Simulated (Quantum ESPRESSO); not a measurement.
# GaP (F-43m): modes at Γ and the response to a field, part 2 of 2

Aim: the zone-centre modes of GaP (F-43m).

Quantum ESPRESSO 7.5; DFT LDA, scalar-relativistic, plane waves, JTH PAW pseudopotentials.

So far, gap on the k-mesh (eV): step 2 (a first look) 1.49; step 3 (relaxing the cell and atoms) 1.43. The relaxed cell has a = 5.391 Å (conventional setting).

## Step 5: Linear response at Γ

At q = 0 one unit cell holds all displacements; symmetry groups them into irreducible representations that are solved one by one. The response to a field gives ε∞ and the Born charges, which polar modes need.

File ph.in:

```
phonons
&INPUTPH
  prefix = 'x'
  outdir = './tmp'
  fildyn = 'g.dyn'
  tr2_ph = 1.0d-18
  epsil  = .true.
/
0.000000000000 0.000000000000 0.000000000000
```

On the command line:

```
> OMP_NUM_THREADS=1 mpirun -n 4 ph.x -nk 4 -in ph.in > ph.out
```

The log of the run:

```text
[banners, grids, parts of the stress and lines that vanish by symmetry left out]
[banner, memory and clock lines left out]
Program PHONON v.7.5

     ./tmp/x.save/

     file Ga.upf: wavefunction(s)  0S 4P 0P 3D 0D renormalized
     file P.upf: wavefunction(s)  0S 0P renormalized

     IMPORTANT: XC functional enforced from input :
     Exchange-correlation= PW
                           (   1   4   0   0   0   0   0)
     Any further DFT definition will be discarded
     Please, verify this is what you really want

     G-vector sticks info

     negative rho (up, down):  7.699E-04 0.000E+00
     Reading collected, re-writing distributed wavefunctions in ./tmp/

     Number and degeneracy of irreps per q-point
       N         xq(1)         xq(2)         xq(3)   N irreps
       1   0.000000000   0.000000000   0.000000000       2
        3   3

     Calculation of q =    0.0000000   0.0000000   0.0000000

     phonons

     bravais-lattice index     =            0
     lattice parameter (alat)  =       7.2031  a.u.
     unit-cell volume          =     264.2675 (a.u.)^3
     number of atoms/cell      =            2
     number of atomic types    =            2
     kinetic-energy cut-off    =      60.0000  Ry
     charge density cut-off    =     480.0000  Ry
     convergence threshold     =      1.0E-18
     beta                      =       0.7000
     number of iterations used =            4
     Exchange-correlation= PW
                           (   1   4   0   0   0   0   0)

     celldm(1)=    7.20310  celldm(2)=    0.00000  celldm(3)=    0.00000
     celldm(4)=    0.00000  celldm(5)=    0.00000  celldm(6)=    0.00000

     crystal axes: (cart. coord. in units of alat)
               a(1) = ( -0.7071  0.0000  0.7071 )
               a(2) = (  0.0000  0.7071  0.7071 )
               a(3) = ( -0.7071  0.7071  0.0000 )

     reciprocal axes: (cart. coord. in units 2 pi/alat)
               b(1) = ( -0.7071 -0.7071  0.7071 )
               b(2) = (  0.7071  0.7071  0.7071 )
               b(3) = ( -0.7071  0.7071 -0.7071 )

     Atoms inside the unit cell:

     Cartesian axes

     site n.  atom      mass           positions (alat units)
        1  Ga     69.7230   tau(    1) = (    0.00000    0.00000    0.00000  )
        2  P      30.9738   tau(    2) = (   -0.35355    0.35355    0.35355  )

     Computing dynamical matrix for
                    q = (   0.0000000   0.0000000   0.0000000 )

     25 Sym.Ops. (with q -> -q+G )

     G cutoff =  630.8420  (  47183 G-vectors)     FFT grid: ( 54, 54, 54)
     G cutoff =  315.4210  (  16529 G-vectors)  smooth grid: ( 36, 36, 36)
     number of k points=    29
                       cart. coord. in units 2pi/alat
        k(    1) = (   0.0000000   0.0000000   0.0000000), wk =   0.0039062
        k(    2) = (  -0.0883883   0.0883883  -0.0883883), wk =   0.0312500
        k(    3) = (  -0.1767767   0.1767767  -0.1767767), wk =   0.0312500
        [... further k-points left out ...]

     PseudoPot. # 1 for Ga read from file:
     ./pseudo/Ga.upf
     Pseudo is Projector augmented-wave + core cor, Zval = 13.0
     Shape of augmentation charge: BESSEL
     Using radial grid of 1052 points,  6 beta functions with:
                l(1) =   0
                l(2) =   0
                l(3) =   1
                l(4) =   1
                l(5) =   2
                l(6) =   2
     Q(r) pseudized with 0 coefficients

     PseudoPot. # 2 for P  read from file:
     ./pseudo/P.upf
     Pseudo is Projector augmented-wave + core cor, Zval =  5.0
     Shape of augmentation charge: SINC**2
     Using radial grid of  994 points,  4 beta functions with:
                l(1) =   0
                l(2) =   0
                l(3) =   1
                l(4) =   1
     Q(r) pseudized with 0 coefficients

     Mode symmetry, T_d (-43m)  point group:

     Electric field:
     Dielectric constant
     Born effective charges as d Force / d E

     Atomic displacements:
     There are    2 irreducible representations

     Representation     1      3 modes -  To be done

     Representation     2      3 modes -  To be done

     Alpha used in Ewald sum =   2.8000

     negative rho (up, down):  7.699E-04 0.000E+00

     Electric Fields Calculation

      iter #   1   av.it.:   6.5
      thresh= 1.000E-02 alpha_mix =  0.700 |ddv_scf|^2 =  9.641E-08

      iter #   2   av.it.:  13.7
      thresh= 3.105E-05 alpha_mix =  0.700 |ddv_scf|^2 =  6.968E-09

      iter #   3   av.it.:  13.0
      thresh= 8.347E-06 alpha_mix =  0.700 |ddv_scf|^2 =  6.726E-11

      iter #   4   av.it.:  13.8
      thresh= 8.201E-07 alpha_mix =  0.700 |ddv_scf|^2 =  6.848E-13

      iter #   5   av.it.:  13.4
      thresh= 8.275E-08 alpha_mix =  0.700 |ddv_scf|^2 =  2.984E-14

      iter #   6   av.it.:  13.4
      thresh= 1.727E-08 alpha_mix =  0.700 |ddv_scf|^2 =  8.220E-17

      iter #   7   av.it.:  13.9
      thresh= 9.066E-10 alpha_mix =  0.700 |ddv_scf|^2 =  4.058E-18

      iter #   8   av.it.:  14.2
      thresh= 2.015E-10 alpha_mix =  0.700 |ddv_scf|^2 =  2.554E-20

     End of electric fields calculation

          Dielectric constant in cartesian axis

          (      11.563023229      -0.000000000      -0.000000000 )
          (      -0.000000000      11.563023229      -0.000000000 )
          (       0.000000000       0.000000000      11.563023229 )

          Effective charges (d Force / dE) in cartesian axis without acoustic sum rule applied (asr)

           atom    1  Ga    Mean Z*:        2.05448
      Ex  (        2.05448        0.00000        0.00000 )
      Ey  (        0.00000        2.05448       -0.00000 )
      Ez  (        0.00000       -0.00000        2.05448 )
           atom    2  P     Mean Z*:       -2.17774
      Ex  (       -2.17774        0.00000       -0.00000 )
      Ey  (        0.00000       -2.17774       -0.00000 )
      Ez  (        0.00000       -0.00000       -2.17774 )

          Effective charges Sum: Mean:       -0.12326
             -0.12326        0.00000        0.00000
              0.00000       -0.12326       -0.00000
             -0.00000       -0.00000       -0.12326

          Effective charges (d Force / dE) in cartesian axis with asr applied:
           atom    1  Ga    Mean Z*:        2.11611
      E*x (        2.11611        0.00000        0.00000 )
      E*y (        0.00000        2.11611        0.00000 )
      E*z (        0.00000        0.00000        2.11611 )
           atom    2  P     Mean Z*:       -2.11611
      E*x (       -2.11611       -0.00000       -0.00000 )
      E*y (       -0.00000       -2.11611       -0.00000 )
      E*z (       -0.00000       -0.00000       -2.11611 )

     Representation #   1 modes #   1   2   3

     Self-consistent Calculation

      iter #   1   av.it.:   5.1
      thresh= 1.000E-02 alpha_mix =  0.700 |ddv_scf|^2 =  2.425E-08

      iter #   2   av.it.:  13.9
      thresh= 1.557E-05 alpha_mix =  0.700 |ddv_scf|^2 =  1.618E-09

      iter #   3   av.it.:  13.5
      thresh= 4.023E-06 alpha_mix =  0.700 |ddv_scf|^2 =  1.817E-11

      iter #   4   av.it.:  13.6
      thresh= 4.262E-07 alpha_mix =  0.700 |ddv_scf|^2 =  1.068E-13

      iter #   5   av.it.:  14.0
      thresh= 3.268E-08 alpha_mix =  0.700 |ddv_scf|^2 =  3.960E-15

      iter #   6   av.it.:  14.1
      thresh= 6.293E-09 alpha_mix =  0.700 |ddv_scf|^2 =  1.693E-17

[...]
End of self-consistent calculation

     Convergence has been achieved

     Representation #   2 modes #   4   5   6

     Self-consistent Calculation

[...]
iter #   2   av.it.:  13.6
      thresh= 1.059E-04 alpha_mix =  0.700 |ddv_scf|^2 =  1.592E-08

      iter #   3   av.it.:  13.6
      thresh= 1.262E-05 alpha_mix =  0.700 |ddv_scf|^2 =  4.016E-10

      iter #   4   av.it.:  13.6
      thresh= 2.004E-06 alpha_mix =  0.700 |ddv_scf|^2 =  8.653E-12

      iter #   5   av.it.:  14.0
      thresh= 2.942E-07 alpha_mix =  0.700 |ddv_scf|^2 =  5.394E-13

      iter #   6   av.it.:  13.1
      thresh= 7.344E-08 alpha_mix =  0.700 |ddv_scf|^2 =  4.458E-15

      iter #   7   av.it.:  13.6
      thresh= 6.676E-09 alpha_mix =  0.700 |ddv_scf|^2 =  1.148E-16

      iter #   8   av.it.:  14.0
      thresh= 1.071E-09 alpha_mix =  0.700 |ddv_scf|^2 =  6.447E-19

     End of self-consistent calculation

     Convergence has been achieved

     Number of q in the star =    1
     List of q in the star:
          1   0.000000000   0.000000000   0.000000000

          Dielectric constant in cartesian axis

          (      11.563023229      -0.000000000      -0.000000000 )
          (      -0.000000000      11.563023229      -0.000000000 )
          (       0.000000000       0.000000000      11.563023229 )

          Effective charges (d Force / dE) in cartesian axis without acoustic sum rule applied (asr)

           atom    1  Ga    Mean Z*:        2.05448
      Ex  (        2.05448        0.00000        0.00000 )
      Ey  (        0.00000        2.05448       -0.00000 )
      Ez  (        0.00000       -0.00000        2.05448 )
           atom    2  P     Mean Z*:       -2.17774
      Ex  (       -2.17774        0.00000       -0.00000 )
      Ey  (        0.00000       -2.17774       -0.00000 )
      Ez  (        0.00000       -0.00000       -2.17774 )

          Effective charges Sum: Mean:       -0.12326
             -0.12326        0.00000        0.00000
              0.00000       -0.12326       -0.00000
             -0.00000       -0.00000       -0.12326

          Effective charges (d Force / dE) in cartesian axis with asr applied:
           atom    1  Ga    Mean Z*:        2.11611
      E*x (        2.11611        0.00000        0.00000 )
      E*y (        0.00000        2.11611        0.00000 )
      E*z (        0.00000        0.00000        2.11611 )
           atom    2  P     Mean Z*:       -2.11611
      E*x (       -2.11611       -0.00000       -0.00000 )
      E*y (       -0.00000       -2.11611       -0.00000 )
      E*z (       -0.00000       -0.00000       -2.11611 )

     Diagonalizing the dynamical matrix

     q = (    0.000000000   0.000000000   0.000000000 )

 **************************************************************************
     freq (    1) =       0.039964 [THz] =       1.333063 [cm-1]
     freq (    2) =       0.039964 [THz] =       1.333063 [cm-1]
     freq (    3) =       0.039964 [THz] =       1.333063 [cm-1]
     freq (    4) =      10.940913 [THz] =     364.949576 [cm-1]
     freq (    5) =      10.940913 [THz] =     364.949576 [cm-1]
     freq (    6) =      10.940913 [THz] =     364.949576 [cm-1]
 **************************************************************************

     Mode symmetry, T_d (-43m)  point group:

     freq (   1-   3) =          1.3  [cm-1]   --> T_2  G_15 P_4   I+R
     freq (   4-   6) =        364.9  [cm-1]   --> T_2  G_15 P_4   I+R
```

Elapsed: 1.8 min, on 4 MPI ranks of Arm Neoverse V1, shared host.

This step gave:

```
miss of the charge sum rule                                       : 0.1233 e
largest acoustic frequency at the zone centre before the sum rule : 1.33 cm⁻¹
highest optical zone-centre mode (no LO-TO term)                  : 364.9 cm⁻¹
lowest optical zone-centre mode                                   : 364.9 cm⁻¹
mean high-frequency dielectric constant                           : 11.56
largest Born charge in size (third of the trace)                  : 2.178 e
```

Born charge (rows field, columns displacement), before the sum rule (e), principal values of the symmetric part by kind of site:

| atom | atoms with these values | low | middle | high | mean |
| --- | --- | --- | --- | --- | --- |
| Ga1 | 1 | 2.05 | 2.05 | 2.05 | 2.05 |
| P2 | 1 | -2.18 | -2.18 | -2.18 | -2.18 |

In full for P2:

```
-2.18  0.00  0.00
 0.00 -2.18  0.00
 0.00  0.00 -2.18
```

High-frequency dielectric tensor:

```
11.56  0.00  0.00
 0.00 11.56  0.00
 0.00  0.00 11.56
```

The acoustic modes at Γ come out as far as 1.3 cm⁻¹ from zero, where they should vanish, a small numerical error; the Born charges miss their sum rule by 0.12 e, too much: mesh or cutoff is short for the field response.

## Step 6: Modes with the sum rule

A rigid shift of the crystal must cost nothing, but grids and finite bases break this; the acoustic sum rule is imposed before the matrix is diagonalised again. With Born charges the intensities follow, and the static dielectric tensor.

File dynmat.in:

```
&INPUT
  fildyn = 'g.dyn'
  asr    = 'simple'
  fileig = 'dynmat.eig'
  lperm  = .true.
/
```

On the command line:

```
> dynmat.x -in dynmat.in > dynmat.out
```

The log of the run:

```text
[banner, memory and clock lines left out]
Program DYNMAT v.7.5

     Reading Dynamical Matrix from file g.dyn
     ...Force constants read
     ...epsilon and Z* read
     A direction for q was not specified:TO-LO splitting will be absent

     Polarizability (A^3 units)
     multiply by 0.221190 for Clausius-Mossotti correction
        32.917394   -0.000000    0.000000
        -0.000000   32.917394    0.000000
        -0.000000   -0.000000   32.917394

     IR activities are in (D/A)^2/amu units

# mode   [cm-1]    [THz]      IR
    1     -0.00   -0.0000    0.0000
    2      0.00    0.0000    0.0000
    3      0.00    0.0000    0.0000
    4    364.95   10.9408    4.8171
    5    364.95   10.9408    4.8171
    6    364.95   10.9408    4.8171

Electronic dielectric permittivity tensor (relative, adimensional)
        11.563023   -0.000000    0.000000
        -0.000000   11.563023    0.000000
        -0.000000   -0.000000   11.563023

 ... with zone-center polar mode contributions
        13.532882   -0.000000    0.000000
        -0.000000   13.532882   -0.000000
         0.000000   -0.000000   13.532882
```

Wall time 0.44 s (1 thread).

Numbers from this step:

* mean static dielectric constant: 13.53

Unit eigenvectors of the mass-weighted matrix after the sum rule; no LO-TO term. The modes at Γ (shares of kinetic energy by element, %):

| mode | frequency (cm⁻¹) | symmetry | Ga % | P % |
| --- | --- | --- | --- | --- |
| 1 | 0.0 | acoustic | 69 | 31 |
| 2 | 0.0 | acoustic | 69 | 31 |
| 3 | 0.0 | acoustic | 69 | 31 |
| 4 | 365.0 | T2 | 31 | 69 |
| 5 | 365.0 | T2 | 31 | 69 |
| 6 | 365.0 | T2 | 31 | 69 |

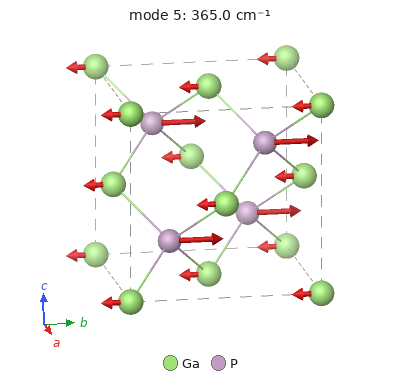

Displacement patterns of mode 5 at Γ; arrows are exaggerated. Bonds to atoms that aren't drawn are left out. Some periodic images of atoms are drawn too.

Degenerate modes summed, no LO-TO term. Infrared lines, with heights relative to the strongest:

| position (cm⁻¹) | lines merged | label | IR intensity, relative |
| --- | --- | --- | --- |
| 365 | 3 | T2 | 100 |

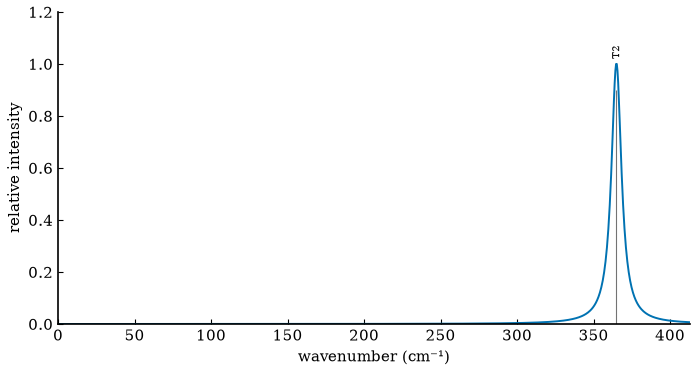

The infrared spectrum, broadened with Lorentzians of width 8 cm⁻¹; bars mark the lines.

Static dielectric tensor (ions relaxed, fixed cell):

```
13.53  0.00  0.00
 0.00 13.53  0.00
 0.00  0.00 13.53
```

The rule moves no optical mode by more than 0.1 cm⁻¹.

## Step 7: Modes along a direction of q (1 0 0)

A longitudinal polar mode sets up a macroscopic field that stiffens it; the term hangs on the direction from which q goes to zero.

File dynmat.in:

```
&INPUT
  fildyn = 'g.dyn'
  asr    = 'simple'
  fileig = 'dynmat.eig'
  q(1)   = 1.0
  q(2)   = 0.0
  q(3)   = 0.0
/
```

On the command line:

```
> dynmat.x -in dynmat.in > dynmat.out
```

The log of the run:

```text
[banner, memory and clock lines left out]
Program DYNMAT v.7.5

     Reading Dynamical Matrix from file g.dyn
     ...Force constants read
     ...epsilon and Z* read

     Polarizability (A^3 units)
     multiply by 0.221190 for Clausius-Mossotti correction
        32.917394   -0.000000    0.000000
        -0.000000   32.917394    0.000000
        -0.000000   -0.000000   32.917394

     IR activities are in (D/A)^2/amu units

# mode   [cm-1]    [THz]      IR
    1     -0.00   -0.0000    0.0000
    2     -0.00   -0.0000    0.0000
    3      0.00    0.0000    0.0000
    4    364.95   10.9408    4.8171
    5    364.95   10.9408    4.8171
    6    394.81   11.8361    4.8171
```

The job ended after 0.44 s (1 thread).

Read from the output:

```yaml
highest_mode_moved_by_the_lo_to_term: 394.8 cm⁻¹
```

Zone-centre frequencies as printed; negative means imaginary. Modes:

| mode | frequency (cm⁻¹) |
| --- | --- |
| 1 | 0 |
| 2 | 0 |
| 3 | 0 |
| 4 | 364.9 |
| 5 | 364.9 |
| 6 | 394.8 |

The field moves one mode, from 365 to 395 cm⁻¹; the others stay.

## Step 8: Summary of results

| Property | Result |
| --- | --- |
| space group after relaxation | F-43m |
| volume per atom | 19.6 Å³ |
| gap on the k-mesh | 1.43 eV |
| highest optical zone-centre mode (no LO-TO term) | 364.9 cm⁻¹ |
| highest mode moved by the LO-TO term (probably not converged in the k mesh) | 394.8 cm⁻¹ |
| mean high-frequency dielectric constant (probably not converged in the k mesh) | 11.6 |
| largest Born charge in size (third of the trace) (probably not converged in the k mesh) | 2.18 e |
| mean static dielectric constant (probably not converged in the k mesh) | 13.5 |
| imaginary optical modes at the zone centre (no q mesh in this session) | none |

What this shows: At the LDA level the optical modes of GaP (F-43m) at the zone centre (no LO-TO term) lie at 365 cm⁻¹. Along the directions run, the highest mode that the macroscopic field moves lies at 395 cm⁻¹. Lattice motion raises the mean dielectric constant from 11.56 to 13.53. The Born charges miss their sum rule by 0.12 e, a sign that the k mesh or the cutoff is short for the field response. ε∞, the Born charges and what follows from them are probably not converged in the k mesh. The Lyddane-Sachs-Teller relation holds: (ωLO/ωTO)² is 1.17 and ε₀/ε∞ is 1.17. These are harmonic frequencies at zero temperature: anharmonic shifts and linewidths and thermal expansion are left out.

Calculation against experiment:

| quantity | measured | LDA JTH, Quantum ESPRESSO |
| --- | --- | --- |
| Raman mode, TO at Gamma (cm⁻¹) | 367.3 | 365 (-0.6 %) |
| infrared mode, TO at Gamma (cm⁻¹) | 366.3 | 365 (-0.4 %) |

Measured values from arxiv:2105.06662 (2021).

**Verdict.** The Raman mode is off by -0.6 %: good agreement. The infrared mode is off by -0.4 %: good agreement. The grades are ours: good and fair within 3 and 7 % for the Raman mode and 3 and 7 % for the infrared mode. For Raman mode and infrared mode the calculation has a static lattice, without zero-point motion or thermal expansion (measured at up to 300 K). Limits of convergence are named above.

[Host names and launcher messages were left out of these logs when they were recorded.]

[Logs are printed without paths, hosts, clocks, repeated set-up lines and the standing remarks that a program may print on its own settings, such as how far it seeks lower states.]

[Hosts, paths, dates, database ids (printed as entryN), source tags and the programs' standing remarks are cut or masked in the printed files.]
